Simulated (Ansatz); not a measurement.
# BrH5SSi2: rigid scan of one bond length, by script

How does the energy of BrH5SSi2 change as one bond is stretched? Aim: a rigid scan of one bond length, for BrH5SSi2, run from a script. SMILES: [SiH3]S[SiH2]Br.

Computed with the Python package of Ansatz 0.2.0. Level of theory: MP2/def2-SVP.

### Step 1. Starting point

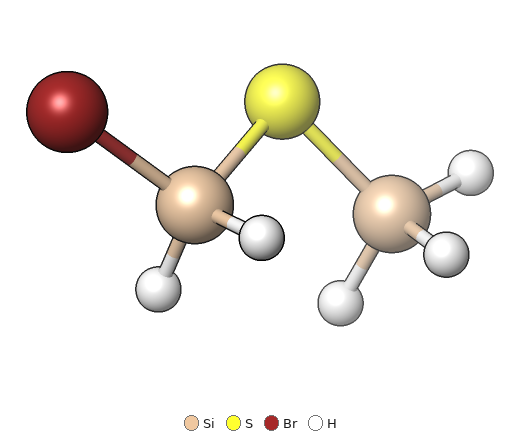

The structure that the script starts from, seen from a chosen angle (silicon light orange, sulfur yellow, bromine red, hydrogen white).

No structure file is read: the coordinates are typed or built in the script.

### Step 2. The code

Input file scan_brh5ssi2.py:

```python
"""Potential curve of BrH5SSi2 along one bond."""

from dataclasses import dataclass

import ansatz as az
from ase import Atoms
import numpy as np


@dataclass(frozen=True)
class Settings:
    basis: str = "def2-SVP"
    method: str = "mp2"


opts = Settings()

atoms = Atoms(["Si", "S", "Si", "Br", "H", "H", "H", "H", "H"], positions=[
    (0.1832, 1.5696, -0.0741),
    (0.6608, 0.0917, 1.3097),
    (-0.153, -1.4771, 0.091),
    (0.2642, -3.388, 1.1514),
    (0.5567, 2.9229, 0.4348),
    (0.8243, 1.3782, -1.3756),
    (-1.3074, 1.6095, -0.2848),
    (-1.5349, -1.2538, -0.1151),
    (0.5946, -1.4994, -1.1545),
])
brh5ssi2 = az.Crystal.molecule_from_ase(atoms)

symbols = [site.symbol for site in brh5ssi2.cartesian_sites]
start = np.array([site.position_ang for site in brh5ssi2.cartesian_sites])
axis = (start[3] - start[2]) / np.linalg.norm(start[3] - start[2])
moving = [3]
lengths, energies = [1.958, 2.047, 2.136, 2.225, 2.314, 2.403, 2.492, 2.625], []
for length in lengths:
    xyz = start.copy()
    xyz[moving] += (length - np.linalg.norm(start[3] - start[2])) * axis
    point = az.Crystal.molecule()
    for symbol, place in zip(symbols, xyz):
        point = point.atom(symbol, place.tolist())
    setup = point.calculation()
    setup = setup.basis(gaussian=opts.basis).correlation(opts.method)
    rep = setup.run(threads=1, backend="cpu").report
    energies.append(rep["free_energy_ev"])
    print(f"r = {length:6.3f} A  E = {energies[-1]:.5f} eV  <S^2> = {abs(rep['mean_field']['state']['spin_squared']):.3f}")

# quartic fit about the minimum
fit = np.polynomial.Polynomial.fit(lengths, np.array(energies) - min(energies), 4).convert()
roots = [r.real for r in fit.deriv().roots() if abs(r.imag) < 1e-9 and fit.deriv(2)(r.real) > 0]
r_e = min(roots, key=lambda r: abs(r - lengths[int(np.argmin(energies))]))
print(f"minimum of the fit at {r_e:.4f} A, force constant {fit.deriv(2)(r_e):.2f} eV/A^2")
```

### Step 3. Running it

Run with:

```sh
python scan_brh5ssi2.py
```

Q: Predict the main results. Wanted: range of energy; lowest point, distance.

**Answer**, as computed:

| quantity | value |
| --- | --- |
| bond length at the fit's minimum | 2.2161 Å |
| runs compared | 8 |
| range of energy | 0.817 eV |
| lowest point, distance (Å) | 2.23 |

The curve has its lowest point inside the range, at 2.23. The ends stand 0.815 and 0.817 eV above it. The distance scanned is the script's pair 2, 3. Reading the output:
- The rest of the molecule is held rigid at a force-field or estimated start geometry, and the basis set is modest; single-reference methods fail as a bond breaks.
- The orbitals are restricted, so S² is zero by construction.
